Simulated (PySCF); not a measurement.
# [NH4]+ (ammonium) at MP2/STO-3G

Aim: the vertical singlet–triplet gap of [NH4]+ (ammonium) at MP2/STO-3G, from 2 runs. Input form: a Python script.

The calculation is run with PySCF 2.14.0.

15 further runs of the same task are left out: 2 that didn't finish, 13 set aside as unsound or not needed.

## Step 1: Starting point

[NH4]+: 5 atoms, total charge +1, spin state singlet. As SMILES, `[NH4+]`. The shape is that of a PBE0-D4/def2-TZVP optimisation.

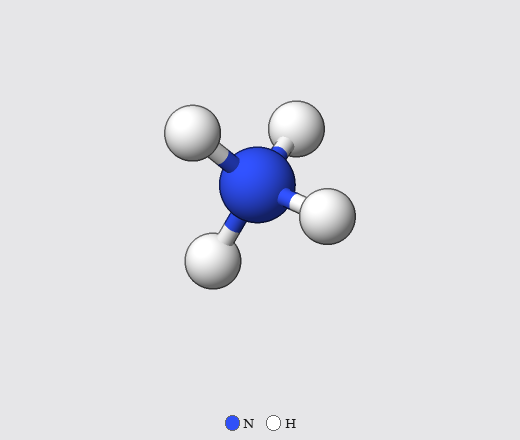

Viewed from a chosen angle; nitrogen blue, hydrogen white.

## Step 2: A single-point energy at MP2/STO-3G

Contents of job.py:

```python
# [NH4+]
from pyscf import gto, mp

system = gto.M(
    atom=[
    ('N', (0.000010, 0.000010, -0.000000)),
    ('H', (0.453330, -0.447860, 0.801010)),
    ('H', (-0.972430, 0.216180, 0.235210)),
    ('H', (0.023940, -0.633460, -0.803650)),
    ('H', (0.495160, 0.865130, -0.232580)),
],
    charge=1,
    max_memory=1860,
    basis='sto-3g',
    verbose=4,
)

mf = system.RHF()
mf.conv_tol = 1e-10
mf.kernel()
if not mf.converged:
    mf = mf.newton().run(mf.mo_coeff, mf.mo_occ)

pt = mp.MP2(mf, frozen=1).run()
e_final = pt.e_tot
print('Final energy', e_final)
```

Launch:

```bash
OMP_NUM_THREADS=1 python job.py
```

The log of the run:

```text
PySCF version 2.14.0

[INPUT] num. atoms = 5
[INPUT] num. electrons = 10
[INPUT] charge = 1
[INPUT] spin (= nelec alpha-beta = 2S) = 0
[INPUT] symmetry False subgroup None
[INPUT] Mole.unit = angstrom
[INPUT] Symbol           X                Y                Z      unit          X                Y                Z       unit  Magmom
[INPUT]  1 N      0.000010000000   0.000010000000   0.000000000000 AA    0.000018897261   0.000018897261   0.000000000000 Bohr   0.0
[INPUT]  2 H      0.453330000000  -0.447860000000   0.801010000000 AA    0.856669544049  -0.846332742148   1.513689523038 Bohr   0.0
[INPUT]  3 H     -0.972430000000   0.216180000000   0.235210000000 AA   -1.837626375311   0.408520993608   0.444482481759 Bohr   0.0
[INPUT]  4 H      0.023940000000  -0.633460000000  -0.803650000000 AA    0.045240043422  -1.197065910867  -1.518678400007 Bohr   0.0
[INPUT]  5 H      0.495160000000   0.865130000000  -0.232580000000 AA    0.935716787840   1.634858762145  -0.439512502051 Bohr   0.0

nuclear repulsion = 16.375270085821
number of shells = 7
number of NR pGTOs = 27
number of NR cGTOs = 9
basis = sto-3g
ecp = {}

******** <class 'pyscf.scf.hf.RHF'> ********
method = RHF
initial guess = minao
damping factor = 0
level_shift factor = 0
DIIS = <class 'pyscf.scf.diis.CDIIS'>
diis_start_cycle = 1
diis_space = 8
diis_damp = 0
SCF conv_tol = 1e-10
SCF conv_tol_grad = None
SCF max_cycles = 50
direct_scf = True
direct_scf_tol = 1e-13
Set gradient conv threshold to 1e-05
Initial guess from minao.
init E= -56.0868131899425
  HOMO = -0.573349495314496  LUMO = 0.446086160053383  gap/eV = 27.74026
cycle= 1 E= -55.8573865582585  delta_E= 0.229  |g|= 0.187  |ddm|= 2.16
  HOMO = -1.04401282722978  LUMO = 0.20930239308728  gap/eV = 34.10444
cycle= 2 E= -55.86663936409  delta_E= -0.00925  |g|= 0.0473  |ddm|= 0.272
  HOMO = -1.00673011342534  LUMO = 0.234741416397245  gap/eV = 33.78216
cycle= 3 E= -55.8672499591279  delta_E= -0.000611  |g|= 0.000366  |ddm|= 0.0547
  HOMO = -1.00683297355836  LUMO = 0.234823003588815  gap/eV = 33.78718
cycle= 4 E= -55.8672499685001  delta_E= -9.37e-09  |g|= 2.79e-05  |ddm|= 0.000209
  HOMO = -1.00682729293472  LUMO = 0.234827921956314  gap/eV = 33.78716
cycle= 5 E= -55.8672499687986  delta_E= -2.99e-10  |g|= 7.38e-07  |ddm|= 5.4e-05
  HOMO = -1.0068279368511  LUMO = 0.234828353331351  gap/eV = 33.78719
cycle= 6 E= -55.8672499687988  delta_E= -1.71e-13  |g|= 2.66e-07  |ddm|= 6.15e-07
  HOMO = -1.00682825252491  LUMO = 0.234828621292215  gap/eV = 33.78720
Extra cycle  E= -55.8672499687988  delta_E=    0  |g|= 5.92e-08  |ddm|= 3.76e-07
converged SCF energy = -55.8672499687988

******** <class 'pyscf.mp.mp2.RMP2'> ********
nocc = 4, nmo = 8
frozen orbitals 1
E(RMP2) = -55.928343846588  E_corr = -0.0610938777892461
E(SCS-RMP2) = -55.9358869537339  E_corr = -0.0686369849351354
E_corr(same-spin) = -0.00539500201379987
E_corr(oppo-spin) = -0.0556988757754462
Final energy -55.92834384658801
```

Run time: 0.58 s. Hardware: 1 thread of Arm Neoverse V2, shared host; peak memory 0.12 GiB.

## Step 3: The triplet

Contents of run.py:

```python
from pyscf import gto, mp

system = gto.M(
    atom='''
N      0.000010     0.000010     0.000000
H      0.453330    -0.447860     0.801010
H     -0.972430     0.216180     0.235210
H      0.023940    -0.633460    -0.803650
H      0.495160     0.865130    -0.232580
''',
    charge=1,
    basis='sto-3g',
    verbose=4,
    max_memory=1860,
    spin=2,
)

mf = system.UHF()
mf.conv_tol = 1e-10
mf.kernel()
if not mf.converged:
    mf = mf.newton().run(mf.mo_coeff, mf.mo_occ)

pt = mp.MP2(mf, frozen=1).run()
energy = pt.e_tot
print(f'total energy: {energy:.8f} hartree')
```

Launch:

```bash
OMP_NUM_THREADS=1 python run.py
```

The log of the run:

```text
PySCF version 2.14.0

[INPUT] num. atoms = 5
[INPUT] num. electrons = 10
[INPUT] charge = 1
[INPUT] spin (= nelec alpha-beta = 2S) = 2
[INPUT] symmetry False subgroup None
[INPUT] Mole.unit = angstrom
[INPUT] Symbol           X                Y                Z      unit          X                Y                Z       unit  Magmom
[INPUT]  1 N      0.000010000000   0.000010000000   0.000000000000 AA    0.000018897261   0.000018897261   0.000000000000 Bohr   0.0
[INPUT]  2 H      0.453330000000  -0.447860000000   0.801010000000 AA    0.856669544049  -0.846332742148   1.513689523038 Bohr   0.0
[INPUT]  3 H     -0.972430000000   0.216180000000   0.235210000000 AA   -1.837626375311   0.408520993608   0.444482481759 Bohr   0.0
[INPUT]  4 H      0.023940000000  -0.633460000000  -0.803650000000 AA    0.045240043422  -1.197065910867  -1.518678400007 Bohr   0.0
[INPUT]  5 H      0.495160000000   0.865130000000  -0.232580000000 AA    0.935716787840   1.634858762145  -0.439512502051 Bohr   0.0

nuclear repulsion = 16.375270085821
number of shells = 7
number of NR pGTOs = 27
number of NR cGTOs = 9
basis = sto-3g
ecp = {}

******** <class 'pyscf.scf.uhf.UHF'> ********
method = UHF
initial guess = minao
damping factor = 0
level_shift factor = 0
DIIS = <class 'pyscf.scf.diis.CDIIS'>
diis_start_cycle = 1
diis_space = 8
diis_damp = 0
SCF conv_tol = 1e-10
SCF conv_tol_grad = None
SCF max_cycles = 50
direct_scf = True
direct_scf_tol = 1e-13
number electrons alpha = 6  beta = 4
Set gradient conv threshold to 1e-05
init E= -56.0868131899424
[... the frontier-level lines of each cycle are left out ...]



cycle= 1 E= -55.0845520372841  delta_E=    1  |g|= 0.198  |ddm|= 3.33


cycle= 2 E= -55.1162224718336  delta_E= -0.0317  |g|= 0.0454  |ddm|= 0.527


cycle= 3 E= -55.1208470189407  delta_E= -0.00462  |g|= 0.0319  |ddm|= 0.268


cycle= 4 E= -55.1266303867404  delta_E= -0.00578  |g|= 0.0285  |ddm|= 0.417


cycle= 5 E= -55.1324338243257  delta_E= -0.0058  |g|= 0.0277  |ddm|= 0.429


cycle= 6 E= -55.134140219593  delta_E= -0.00171  |g|= 0.0285  |ddm|= 0.115


cycle= 7 E= -55.1346248215217  delta_E= -0.000485  |g|= 0.0218  |ddm|= 0.308


cycle= 8 E= -55.1391977535364  delta_E= -0.00457  |g|= 0.0093  |ddm|= 0.73


cycle= 9 E= -55.1395788492339  delta_E= -0.000381  |g|= 0.00724  |ddm|= 0.0376


cycle= 10 E= -55.1399890398108  delta_E= -0.00041  |g|= 0.00383  |ddm|= 0.106


cycle= 11 E= -55.1400686587993  delta_E= -7.96e-05  |g|= 0.00235  |ddm|= 0.0774


cycle= 12 E= -55.1401107536694  delta_E= -4.21e-05  |g|= 0.000704  |ddm|= 0.0507


cycle= 13 E= -55.1401134028979  delta_E= -2.65e-06  |g|= 0.000188  |ddm|= 0.0176


cycle= 14 E= -55.1401135190287  delta_E= -1.16e-07  |g|= 8.3e-05  |ddm|= 0.00217


cycle= 15 E= -55.1401135346949  delta_E= -1.57e-08  |g|= 4.43e-05  |ddm|= 0.000762


cycle= 16 E= -55.1401135418389  delta_E= -7.14e-09  |g|= 1.78e-05  |ddm|= 0.000955


cycle= 17 E= -55.1401135439089  delta_E= -2.07e-09  |g|= 8.92e-06  |ddm|= 0.000422


cycle= 18 E= -55.1401135441594  delta_E= -2.5e-10  |g|= 3.48e-06  |ddm|= 0.000153


cycle= 19 E= -55.1401135441957  delta_E= -3.64e-11  |g|= 7.32e-07  |ddm|= 9.1e-05


Extra cycle  E= -55.1401135441969  delta_E= -1.14e-12  |g|= 5.09e-07  |ddm|= 3.21e-06
converged SCF energy = -55.1401135441969  <S^2> = 2.0055135  2S+1 = 3.0036734

******** <class 'pyscf.mp.ump2.UMP2'> ********
nocc = (np.int64(5), np.int64(3)), nmo = (8, 8)
frozen orbitals 1
E(UMP2) = -55.1925089637632  E_corr = -0.0523954195663092
E(SCS-UMP2) = -55.2002558723243  E_corr = -0.0601423281274319
E_corr(same-spin) = -0.00315251002169897
E_corr(oppo-spin) = -0.0492429095446102
total energy: -55.19250896 hartree
```

It took 0.62 s on 1 thread of Arm Neoverse V2, shared host; peak memory 0.12 GiB.

## Step 4: Summary of results

Level: MP2/STO-3G, 1 core orbital frozen.

```
                                                           quantity         value
                                              singlet: total energy  -55.92834 Eh
                       singlet: HOMO energy (Hartree–Fock orbitals)     -27.40 eV
                       singlet: LUMO energy (Hartree–Fock orbitals)       6.39 eV
                     singlet: HOMO–LUMO gap (Hartree–Fock orbitals)      33.79 eV
                singlet: correlation energy (1 core orbital frozen)     -61.1 mEh
                                              triplet: total energy  -55.19251 Eh
triplet: HOMO energy (Hartree–Fock orbitals) (highest over α and β)      -7.08 eV
                triplet: correlation energy (1 core orbital frozen)     -52.4 mEh
                         triplet: ⟨S²⟩ of the reference determinant         2.006
                   vertical energy of the triplet above the singlet     20.023 eV
```

**Reading.** At this shape the triplet lies 20.02 eV (462 kcal/mol) above the singlet. In a minimal basis such a difference can be off by several eV, whatever the method. Mulliken charges (singlet) of the mean-field density run from -0.43 on N1 to +0.36 on H2.
